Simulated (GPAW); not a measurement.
# TiO2 (Rutile): G0W0 with GPAW, start to end

Wanted: ground state, empty states, screening and self-energy for TiO2 (Rutile).

Method: LDA and many-body steps on it, plane waves, in GPAW 26.7.0.

**What was measured.**

- Gap 3.03 eV: experimental band gap, quoted; bulk crystal (quoted in “Polaron-induced phonon localization and stiffening in rutile TiO2”, 2016, arxiv:1612.05679).

- Gap 3.05 eV: band gap; bulk crystal (literature experimental value) (quoted in “Hydrogen related defects in titanium dioxide at the interface to palladium”, 2021, arxiv:2112.05953).

- Gap 3.28 eV: optical bandgap after anatase to rutile transformation; spectroscopic ellipsometry; film (polycrystalline sol-gel film on Si(100), annealed at high temperature below 800 °C) (“Photocatalytic Performance of Sol-Gel Prepared TiO2 Thin Films Annealed at Various Temperatures”, 2023, pmc:10419699).

- Gap 3.09 ± 0.06 eV: optical gap from Tauc plot assuming indirect allowed transition; UV/vis diffuse reflectance, Kubelka-Munk and Tauc analysis; film (30 nm ALD shell on quartz particles, grown at 200 C, annealed in air at 500 C; rutile-rich with some anatase) on SiO2 (quartz particles) (“Defect-Mediated Crystallization of the Particulate TiO2 Photocatalyst Grown by Atomic Layer Deposition”, 2024, pmc:11726664).

Most raw output is cut from this account.

## 1. Set-up

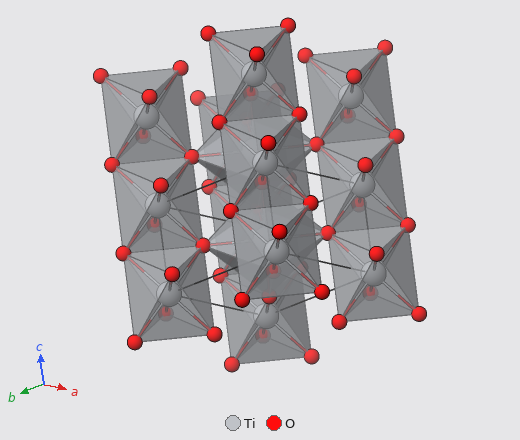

Start, viewed from a free direction; titanium light grey, oxygen red. 1×1×2 cells are drawn. Some periodic images of atoms are drawn too.

The cell and positions come from the Crystallography Open Database and are kept as given unless a step says otherwise.

## 2. Ground state

This step: GPAW 26.7.0; DFT, LDA, plane waves, PAW.

The ground-state density comes first.

The input, run.py:

```python
import json
import numpy as np
from gpaw.mpi import world
from ase import Atoms
from gpaw import GPAW, PW, FermiDirac

atoms = Atoms(['Ti', 'Ti', 'O', 'O', 'O', 'O'],
    cell=[[4.5922000000, 0.0000000000, 0.0000000000],
      [0.0000000000, 4.5922000000, 0.0000000000],
      [0.0000000000, 0.0000000000, 2.9574000000]],
    scaled_positions=[[0.0000000000, 0.0000000000, 0.0000000000],
      [0.5000000000, 0.5000000000, 0.5000000000],
      [0.3049600000, 0.3049600000, 0.0000000000],
      [0.1950400000, 0.8049600000, 0.5000000000],
      [0.6950400000, 0.6950400000, 0.0000000000],
      [0.8049600000, 0.1950400000, 0.5000000000]],
    pbc=(True, True, True))
calc = GPAW(mode=PW(600),
    xc='LDA',
    kpts={'size': (6, 6, 8), 'gamma': True},
    occupations=FermiDirac(0.001),
    nbands=-9,
    convergence={'density': 1e-6, 'bands': -3},
    maxiter=100,
    txt='gs.txt')
atoms.calc = calc
res = {'energy': atoms.get_potential_energy()}
kpts = calc.get_ibz_k_points()
res['kpts'] = kpts
res['eigenvalues'] = [calc.get_eigenvalues(kpt=k) for k in range(len(kpts))]
res['n_electrons'] = calc.get_number_of_electrons()
calc.write('gs.gpw')

if world.rank == 0:
    with open('result.json', 'w') as f:
        json.dump(res, f, default=lambda x: x.tolist())
```

Started as:

```sh
mpirun -n 4 gpaw python run.py
```

The job ended after 20 s (4 MPI ranks of AMD EPYC 9R14 (Zen 4), shared host; peak memory 0.84 GiB; 79 s of CPU time).

This step gave:

- total energy: -57.1603 eV
- gap: 1.823 eV
- k of the valence top: 0, 0, 0
- k of the conduction bottom: 0, 0, 0
- least direct gap: 1.823 eV

The gap is direct, at Γ.

## 3. Bands along the symmetry lines

Levels along a band path, at the cheap level, show where the edges lie and whether the meshes to come will hold them.

The input, run.py:

```python
import json
import numpy as np
from gpaw.mpi import world
from gpaw import GPAW

path = [[0.000000, 0.000000, 0.000000],
    [0.000000, 0.062500, 0.000000],
    [0.000000, 0.125000, 0.000000],
    [0.000000, 0.187500, 0.000000],
    [0.000000, 0.250000, 0.000000],
    [0.000000, 0.312500, 0.000000],
    [0.000000, 0.375000, 0.000000],
    [0.000000, 0.437500, 0.000000],
    [0.000000, 0.500000, 0.000000],
    [0.062500, 0.500000, 0.000000],
    [0.125000, 0.500000, 0.000000],
    [0.187500, 0.500000, 0.000000],
    [0.250000, 0.500000, 0.000000],
    [0.312500, 0.500000, 0.000000],
    [0.375000, 0.500000, 0.000000],
    [0.437500, 0.500000, 0.000000],
    [0.500000, 0.500000, 0.000000],
    [0.437500, 0.437500, 0.000000],
    [0.375000, 0.375000, 0.000000],
    [0.312500, 0.312500, 0.000000],
    [0.250000, 0.250000, 0.000000],
    [0.187500, 0.187500, 0.000000],
    [0.125000, 0.125000, 0.000000],
    [0.062500, 0.062500, 0.000000],
    [0.000000, 0.000000, 0.000000],
    [0.000000, 0.000000, 0.062500],
    [0.000000, 0.000000, 0.125000],
    [0.000000, 0.000000, 0.187500],
    [0.000000, 0.000000, 0.250000],
    [0.000000, 0.000000, 0.312500],
    [0.000000, 0.000000, 0.375000],
    [0.000000, 0.000000, 0.437500],
    [0.000000, 0.000000, 0.500000],
    [0.000000, 0.062500, 0.500000],
    [0.000000, 0.125000, 0.500000],
    [0.000000, 0.187500, 0.500000],
    [0.000000, 0.250000, 0.500000],
    [0.000000, 0.312500, 0.500000],
    [0.000000, 0.375000, 0.500000],
    [0.000000, 0.437500, 0.500000],
    [0.000000, 0.500000, 0.500000],
    [0.062500, 0.500000, 0.500000],
    [0.125000, 0.500000, 0.500000],
    [0.187500, 0.500000, 0.500000],
    [0.250000, 0.500000, 0.500000],
    [0.312500, 0.500000, 0.500000],
    [0.375000, 0.500000, 0.500000],
    [0.437500, 0.500000, 0.500000],
    [0.500000, 0.500000, 0.500000],
    [0.437500, 0.437500, 0.500000],
    [0.375000, 0.375000, 0.500000],
    [0.312500, 0.312500, 0.500000],
    [0.250000, 0.250000, 0.500000],
    [0.187500, 0.187500, 0.500000],
    [0.125000, 0.125000, 0.500000],
    [0.062500, 0.062500, 0.500000],
    [0.000000, 0.000000, 0.500000],
    [0.000000, 0.500000, 0.000000],
    [0.000000, 0.500000, 0.062500],
    [0.000000, 0.500000, 0.125000],
    [0.000000, 0.500000, 0.187500],
    [0.000000, 0.500000, 0.250000],
    [0.000000, 0.500000, 0.312500],
    [0.000000, 0.500000, 0.375000],
    [0.000000, 0.500000, 0.437500],
    [0.000000, 0.500000, 0.500000],
    [0.500000, 0.500000, 0.000000],
    [0.500000, 0.500000, 0.062500],
    [0.500000, 0.500000, 0.125000],
    [0.500000, 0.500000, 0.187500],
    [0.500000, 0.500000, 0.250000],
    [0.500000, 0.500000, 0.312500],
    [0.500000, 0.500000, 0.375000],
    [0.500000, 0.500000, 0.437500],
    [0.500000, 0.500000, 0.500000]]
calc = GPAW('gs.gpw').fixed_density(kpts=path,
    symmetry='off',
    nbands=34,
    convergence={'bands': 30},
    txt='bands.txt')
res = {}
kpts = calc.get_ibz_k_points()
res['kpts'] = kpts
res['eigenvalues'] = [calc.get_eigenvalues(kpt=k) for k in range(len(kpts))]
res['n_electrons'] = calc.get_number_of_electrons()

if world.rank == 0:
    with open('result.json', 'w') as f:
        json.dump(res, f, default=lambda x: x.tolist())
```

Started as:

```sh
mpirun -n 4 gpaw python run.py
```

It took 14 s on 4 MPI ranks; peak memory 0.91 GiB.

This step gave:

```yaml
gap: 1.823 eV
k_of_the_valence_top: 0, 0, 0
k_of_the_conduction_bottom: 0, 0, 0
least_direct_gap: 1.823 eV
```

The gap is 1.823 eV, as in the run before at this level.

The electronic bands at the labelled points (eV, zero at the top of the highest filled band):

| point | band 21 | band 22 | band 23 | band 24 | band 25 | band 26 | band 27 | band 28 |
| --- | --- | --- | --- | --- | --- | --- | --- | --- |
| Γ | -0.70 | -0.45 | -0.45 | 0.00 | 1.82 | 2.11 | 2.37 | 2.46 |
| X | -1.66 | -1.66 | -0.76 | -0.76 | 2.50 | 2.50 | 3.00 | 3.00 |
| M | -1.31 | -1.31 | -1.06 | -1.06 | 1.87 | 1.87 | 2.49 | 2.49 |
| Γ | -0.70 | -0.45 | -0.45 | 0.00 | 1.82 | 2.11 | 2.37 | 2.46 |
| Z | -2.43 | -2.43 | -1.44 | -1.44 | 2.95 | 2.95 | 3.14 | 3.14 |
| R | -2.08 | -2.08 | -1.05 | -1.05 | 1.85 | 1.85 | 3.17 | 3.17 |
| A | -1.30 | -1.30 | -0.68 | -0.68 | 2.55 | 2.55 | 3.19 | 3.19 |
| Z | -2.43 | -2.43 | -1.44 | -1.44 | 2.95 | 2.95 | 3.14 | 3.14 |
| jump to X | -1.66 | -1.66 | -0.76 | -0.76 | 2.50 | 2.50 | 3.00 | 3.00 |
| R | -2.08 | -2.08 | -1.05 | -1.05 | 1.85 | 1.85 | 3.17 | 3.17 |
| jump to M | -1.31 | -1.31 | -1.06 | -1.06 | 1.87 | 1.87 | 2.49 | 2.49 |
| A | -1.30 | -1.30 | -0.68 | -0.68 | 2.55 | 2.55 | 3.19 | 3.19 |

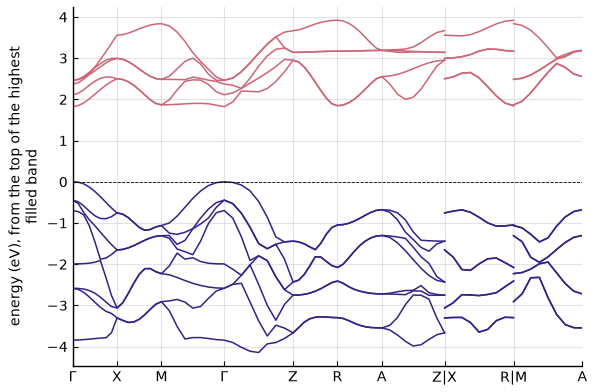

Electronic bands along the path; lines of filled and empty bands in two colours.

## 4. Empty states on the mesh, 4×4×6 mesh, 410 bands

The sums over transitions need many empty states on a uniform mesh; this step solves for them.

The input, run.py:

```python
import json
import numpy as np
from gpaw.mpi import world
from gpaw import GPAW

calc = GPAW('gs.gpw').fixed_density(kpts={'size': (4, 4, 6), 'gamma': True},
    parallel={'domain': 1, 'band': 1},
    txt='nscf.txt')
calc.diagonalize_full_hamiltonian(nbands=410)
calc.write('full.gpw', mode='all')
res = {}
kpts = calc.get_ibz_k_points()
res['kpts'] = kpts
res['eigenvalues'] = [calc.get_eigenvalues(kpt=k) for k in range(len(kpts))]
res['n_electrons'] = calc.get_number_of_electrons()

if world.rank == 0:
    with open('result.json', 'w') as f:
        json.dump(res, f, default=lambda x: x.tolist())
```

Started as:

```sh
mpirun -n 4 gpaw python run.py
```

Wall time 42 s (4 MPI ranks); peak memory 2.5 GiB; 2.8 min of CPU time.

This step gave:

```yaml
gap: 1.823 eV
k_of_the_valence_top: 0, 0, 0
k_of_the_conduction_bottom: 0, 0, 0
least_direct_gap: 1.823 eV
k_points_computed: 28
lowest_point_of_the_top_converged_band_above_the_valence_top: 181.7620 eV
```

On this mesh the gap is 1.823 eV.

## 5. Screening and self-energy, 4×4×6 mesh, 186 bands, screening to 120 eV

Now the one-shot GW correction: screening in the RPA, then the self-energy of the levels asked for.

This step: G0W0 on LDA, plane waves, PAW.

The input, run.py:

```python
import json
import numpy as np
from gpaw.mpi import world
from gpaw.response.g0w0 import G0W0

gw = G0W0('full.gpw',
    filename='gw',
    kpts=[0],
    bands=(22, 26),
    ecut=120,
    nbands=186,
    integrate_gamma='WS',
    ppa=True)
gw.calculate()
res = {mode: {k: v for k, v in r.items() if k != 'sigma_eskwn'}
       for mode, r in gw.all_results.items()}

if world.rank == 0:
    with open('result.json', 'w') as f:
        json.dump(res, f, default=lambda x: x.tolist())
```

Started as:

```sh
mpirun -n 4 gpaw python run.py
```

Wall time 4.6 min (4 MPI ranks); peak memory 2.1 GiB.

This step gave:

```
G0W0 gap on the points computed              : 3.698 eV
least direct G0W0 gap on the computed points : 3.698 eV
Z at the valence top                         : 0.7548
Z at the conduction bottom                   : 0.7636
starting gap on the mesh                     : 1.823 eV
k of the valence top                         : 0, 0, 0
k of the conduction bottom                   : 0, 0, 0
```

The gap on the mesh goes from 1.82 eV to 3.70 eV, a correction of +1.88 eV.

Limits: finite bands, cutoff and mesh. v1 is the top filled band, c1 the lowest empty one. Levels before and after the correction, in eV, zero at the valence-band top of each column:

|  | conduction bottom | valence top |
| --- | --- | --- |
| Kohn-Sham | 1.82 | 0.00 |
| G0W0 | 3.70 | 0.00 |

|  | level | energy (eV) |
| --- | --- | --- |
| Kohn-Sham | Γ v2 | -0.446 |
| Kohn-Sham | Γ v1 | 0.000 |
| Kohn-Sham | Γ c1 | 1.823 |
| Kohn-Sham | Γ c2 | 2.111 |
| G0W0 | Γ v2 | -0.461 |
| G0W0 | Γ v1 | 0.000 |
| G0W0 | Γ c1 | 3.698 |
| G0W0 | Γ c2 | 3.867 |

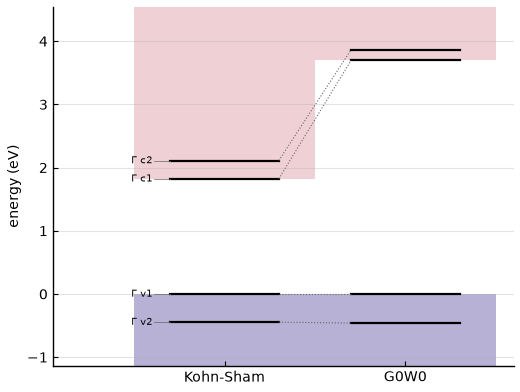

Levels before and after the correction. Shaded: valence and conduction bands.

## 6. Where the time went

Times are wall times on 4 MPI ranks of AMD EPYC 9R14 (Zen 4), shared host, good to a factor of about two.

| step | time | share | memory (GiB) |
| --- | --- | --- | --- |
| ground state | 20 s | 6 % | 0.84 |
| bands along the symmetry lines | 14 s | 4 % | 0.91 |
| empty states on the mesh | 42 s | 12 % | 2.5 |
| screening and self-energy | 4.6 min | 78 % | 2.1 |

## 7. Summary of results

```
LDA gap              : 1.82 eV, direct
G0W0 gap on the mesh : 3.70 eV
GW settings          : 4×4×6 mesh, 186 bands, screening to 120 eV, Godby-Needs plasmon pole
known limits         : not at the basis limit
```

**Reading.** G0W0 moves the gap on the mesh from 1.82 eV to 3.70 eV (+1.88 eV), with Z of 0.75 and 0.76 at the edges. Only 1 of the mesh's irreducible points was corrected, so a valley elsewhere could overtake. The dearest step here is «screening and self-energy». Against experiment, by G0W0@LDA: the gap of 3.70 eV lies +0.67 eV from the measured 3.03 eV (kind not stated, quoted 2016); the gap of 3.70 eV lies +0.65 eV from the measured 3.05 eV (kind not stated, quoted 2021); the gap of 3.70 eV lies +0.42 eV from the measured 3.28 eV (optical, 2023); the gap of 3.70 eV lies +0.61 eV from the measured 3.09 ± 0.06 eV (indirect, on SiO2 (quartz particles), 2024). An exciton line or allowed optical edge lies below the quasiparticle gap by the binding energy; a forbidden edge can push the onset above it. The calculation has static nuclei and no excitons; a measured gap holds zero-point and thermal motion, which mostly lowers it. Bands and cutoff are finite, so the gap is not at the basis limit. The miss can reach some tenths of an eV and take either sign; the mesh is an error of its own. These stock PAW sets were not made for GW. In the G0W0 run levels were corrected at 1 k point alone, so a gap called «on the mesh» is the least over those, and an edge elsewhere would be missed.

[Paths, hosts, dates, memory and timing lines, banners, echoed tables and standing remarks are left out of the program output.]

[Logs are printed without paths, hosts, clocks, repeated set-up lines and the standing remarks that a program may print on its own settings, such as how far it seeks lower states.]

[Runs of the session that timed out or met a known fault of the program may be left out.]

[Hosts, paths, dates, database ids (printed as entryN), source tags and the programs' standing remarks are cut or masked in the printed files.]
